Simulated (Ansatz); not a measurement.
# Calculations on C$_{2}$H$_{10}$ClNSi$_{2}$

Part 1: Relaxation

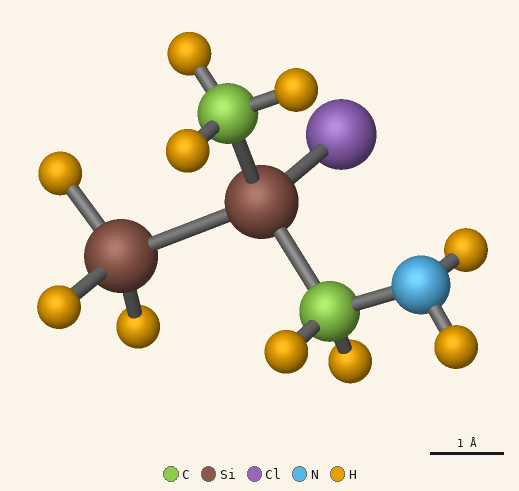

This is the input geometry for a relaxation of C2H10ClNSi2. A ball-and-stick model, seen at a tilt.

The run prepares an end point of a later path (torsion) calculation, from a guessed geometry.

All numbers below come from RKS B3LYP/STO-3G in Ansatz 0.2.0.

Input file:
```yaml
crystal:
  periodic: [false, false, false]
  atoms:
    - { symbol: C, position_ang: [-0.263, -1.3112, 1.4442] }
    - { symbol: Si, position_ang: [-0.0537, -0.4945, -0.2291] }
    - { symbol: Si, position_ang: [2.1647, -0.5693, -0.7713] }
    - { symbol: Cl, position_ang: [-1.0771, -1.5228, -1.6276] }
    - { symbol: C, position_ang: [-0.5787, 1.2963, -0.2979] }
    - { symbol: "N", position_ang: [-1.9943, 1.4715, 0.0781] }
    - { symbol: H, position_ang: [0.0486, -2.3067, 1.449] }
    - { symbol: H, position_ang: [-1.3314, -1.2384, 1.7043] }
    - { symbol: H, position_ang: [0.2434, -0.7138, 2.2542] }
    - { symbol: H, position_ang: [2.6953, -1.9719, -0.7432] }
    - { symbol: H, position_ang: [2.9671, 0.1965, 0.2719] }
    - { symbol: H, position_ang: [2.4592, 0.0496, -2.0744] }
    - { symbol: H, position_ang: [-0.4677, 1.7478, -1.2954] }
    - { symbol: H, position_ang: [-0.0043, 1.899, 0.441] }
    - { symbol: H, position_ang: [-2.5835, 0.9692, -0.6093] }
    - { symbol: H, position_ang: [-2.2477, 2.4758, 0.0499] }
basis:
  gaussian: { orbitals: STO-3G }
hamiltonian:
  xc: b3lyp
relax:
  f_tol: 0.015
  max_steps: 40
output:
  orbitals: {}
```

Run as
```bash
ansatz run input.yaml --threads 1 --pin off --max-ram 2048MiB --backend cpu --events-out ev --progress --plain --runs-dir out
```

Q: What does the optimiser find from here?

A: The energy falls by 0.648 eV in 8 geometry steps. The largest force component goes from 3.6 to 0.0057 eV/Å. The atom that moves furthest after the best rigid fit is H8 (0.21 Å). By element the largest moves are H 0.21 Å, N 0.15 Å, Si 0.15 Å, C 0.11 Å, Cl 0.07 Å. Some distances before and after: Si2–Cl4 2.015 → 2.133 Å, Si3–H11 1.523 → 1.445 Å, Si3–H10 1.500 → 1.444 Å, C1–H7 1.043 → 1.097 Å. Bond angles that change, for instance: N6–C5–H13 106.2° → 113.4°, H15–N6–H16 108.2° → 102.0°, C1–Si2–Si3 107.8° → 113.8°.

Step by step:

```
step  E − E(0), eV  largest force component, eV/Å
   0        0.0000                         3.6352
   1       -0.5605                         1.1325
   2       -0.6304                         0.3745
   3       -0.6429                         0.2146
   4       -0.6469                         0.0981
   5       -0.6479                         0.0400
   6       -0.6482                         0.0286
   7       -0.6483                         0.0155
   8       -0.6483                         0.0057
```

Final geometry:

```xyz
16

C    -0.3146   -1.2198    1.4672
Si    0.0748   -0.4340   -0.1947
Si    2.2636   -0.5844   -0.7914
Cl   -1.1017   -1.4570   -1.6509
C    -0.5839    1.3453   -0.2353
N    -2.0632    1.3484    0.1343
H    -0.1522   -2.3049    1.4510
H    -1.3607   -1.0296    1.7385
H     0.3219   -0.7918    2.2534
H     2.6943   -1.9624   -0.8145
H     3.0713    0.1334    0.1683
H     2.4789   -0.0032   -2.0956
H    -0.3747    1.8135   -1.2195
H    -0.0521    1.9466    0.5239
H    -2.5391    0.8294   -0.6617
H    -2.3858    2.3473   -0.0287
```

After the run, drawn alike:

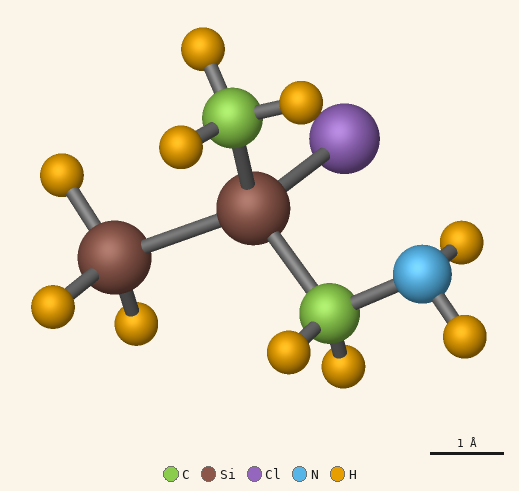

Limits of the set-up: STO-3G is a minimal basis, so the numbers are rough.

Part 2: Relaxation

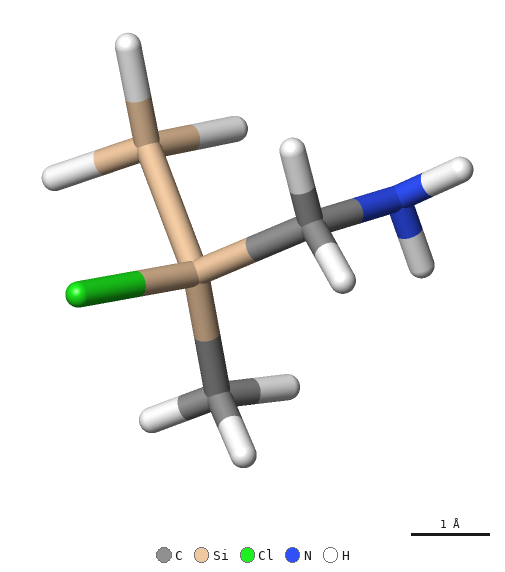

This is the input geometry for a relaxation of C2H10ClNSi2. Style: stick. Shown at a tilt.

The run prepares an end point of a later path (torsion) calculation, from a guessed geometry.

All numbers below come from Ansatz 0.2.0, RKS B3LYP/STO-3G.

Input file:
```yaml
crystal:
  periodic: [false, false, false]
  atoms:
    - { symbol: C, position_ang: [-0.263, -1.3112, 1.4442] }
    - { symbol: Si, position_ang: [-0.0537, -0.4945, -0.2291] }
    - { symbol: Si, position_ang: [2.1647, -0.5693, -0.7713] }
    - { symbol: Cl, position_ang: [-1.0771, -1.5228, -1.6276] }
    - { symbol: C, position_ang: [-0.5787, 1.2963, -0.2979] }
    - { symbol: "N", position_ang: [0.21412, 2.13962, 0.61657] }
    - { symbol: H, position_ang: [0.0486, -2.3067, 1.449] }
    - { symbol: H, position_ang: [-1.3314, -1.2384, 1.7043] }
    - { symbol: H, position_ang: [0.2434, -0.7138, 2.2542] }
    - { symbol: H, position_ang: [2.6953, -1.9719, -0.7432] }
    - { symbol: H, position_ang: [2.9671, 0.1965, 0.2719] }
    - { symbol: H, position_ang: [2.4592, 0.0496, -2.0744] }
    - { symbol: H, position_ang: [-1.63312, 1.45493, -0.02549] }
    - { symbol: H, position_ang: [-0.39718, 1.71645, -1.31263] }
    - { symbol: H, position_ang: [0.04441, 1.82403, 1.58795] }
    - { symbol: H, position_ang: [-0.08717, 3.128, 0.53938] }
basis:
  gaussian: { orbitals: STO-3G }
hamiltonian:
  xc: b3lyp
relax:
  f_tol: 0.015
  max_steps: 40
output:
  orbitals: {}
```

Launched with:
```bash
ansatz run input.yaml --threads 1 --pin off --max-ram 2048MiB --backend cpu --events-out ev --progress --plain --runs-dir out
```

> What does the optimiser find from here?

Over 14 geometry steps the energy falls by 15.5 kcal/mol. Largest force component: 3.7 eV/Å at the start, 0.0083 eV/Å at the end. The atom that moves furthest after the best rigid fit is H11 (0.29 Å). By element the largest moves are H 0.29 Å, Si 0.14 Å, C 0.09 Å, N 0.06 Å, Cl 0.06 Å. Among the contacts that change: Si2–Cl4 2.015 → 2.131 Å, Si3–H11 1.523 → 1.445 Å, Si3–H10 1.500 → 1.445 Å, C1–H7 1.043 → 1.097 Å. Bond angles that change, for instance: N6–C5–H13 106.2° → 113.5°, H15–N6–H16 108.2° → 101.6°, C1–Si2–Si3 107.8° → 113.3°.

Step by step:

```tsv
step	E − E(0), kcal/mol	largest force component, eV/Å
0	0.00	3.6890
1	-13.32	1.1320
2	-15.06	0.4260
3	-15.35	0.2231
4	-15.42	0.0590
5	-15.43	0.0283
6	-15.44	0.0212
7	-15.44	0.0193
8	-15.45	0.0196
9	-15.45	0.0304
10	-15.46	0.0342
11	-15.46	0.0330
12	-15.46	0.0464
13	-15.47	0.0112
14	-15.47	0.0083
```

The structure at the end:

```xyz
16

C    -0.2904   -1.2258    1.4750
Si    0.0799   -0.4789   -0.2126
Si    2.2747   -0.6001   -0.7887
Cl   -1.0828   -1.5810   -1.6178
C    -0.5883    1.2979   -0.2826
N     0.2371    2.1685    0.6645
H    -0.0039   -2.2841    1.5161
H    -1.3595   -1.1582    1.7138
H     0.2672   -0.6970    2.2599
H     2.6594   -1.9750   -1.0083
H     3.0883   -0.0618    0.2767
H     2.5228    0.1517   -1.9962
H    -1.6763    1.3223   -0.0696
H    -0.4516    1.7007   -1.3005
H    -0.1308    1.9433    1.6355
H    -0.1304    3.1545    0.5207
```

After the run, drawn alike:

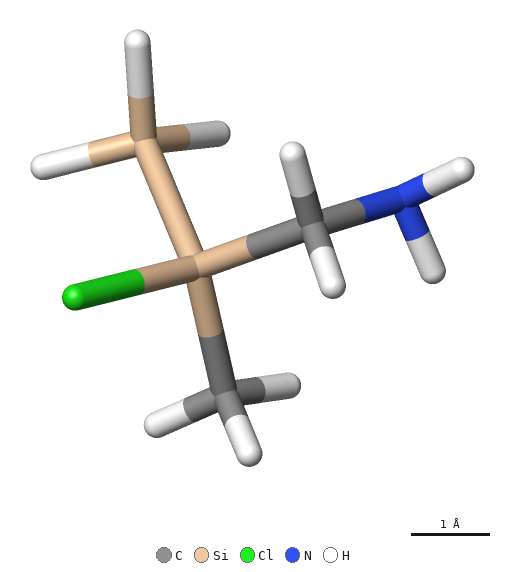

Limits of the set-up: STO-3G is a minimal basis, so the numbers are rough.

Part 3: Path

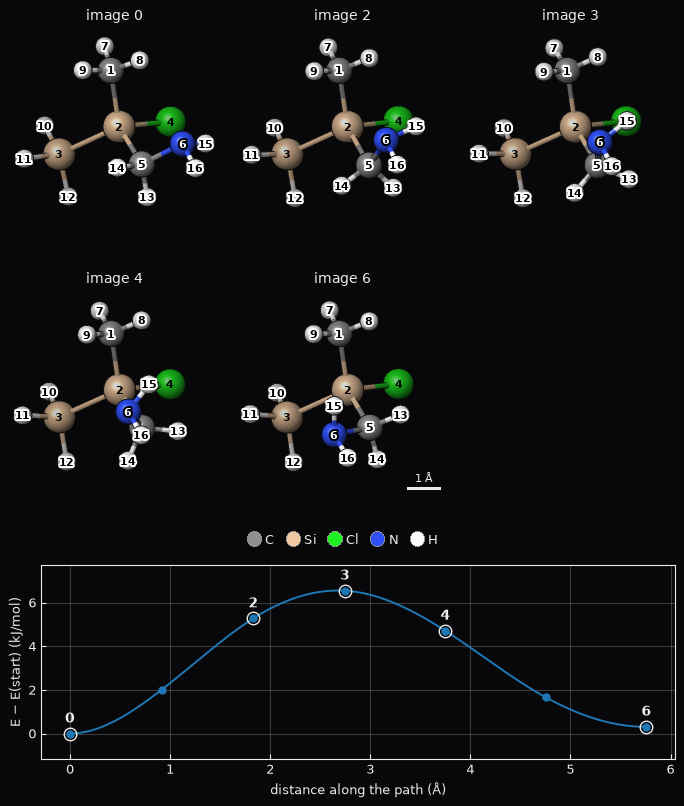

NEB run on C2H10ClNSi2. Images are numbered from 0 (start) to 6 (end). Style: ball-and-stick. Shown from a free direction.

The calculation used RKS B3LYP/STO-3G (Ansatz). Run with 5 movable images; climbing image; force threshold 0.03 eV/Å; iteration limit 60; starting path by image-dependent pair potential.

Describe the mechanism and the energy profile.

Answer. The highest point, image 3, lies 6.5 kJ/mol above the start and 6.2 kJ/mol above the end; the end is at +0.3 kJ/mol relative to the start. The motion is a rotation about the Si2–C5 bond by about 120°. No bond forms or breaks between the ends. The band converged in 5 iterations. The largest component of the band force went from 1.3 to 0.025 eV/Å. The climbing image converged on the top of the path. Its vibrational analysis gives one imaginary mode (60i cm⁻¹), as a transition state must have.

Limits of the set-up: STO-3G is a minimal basis, so the numbers are rough.

The run took 110 s on 1 thread of Intel(R) Xeon(R) Platinum 8488C (Sapphire Rapids), on a shared host, peak memory 0.17 GiB.
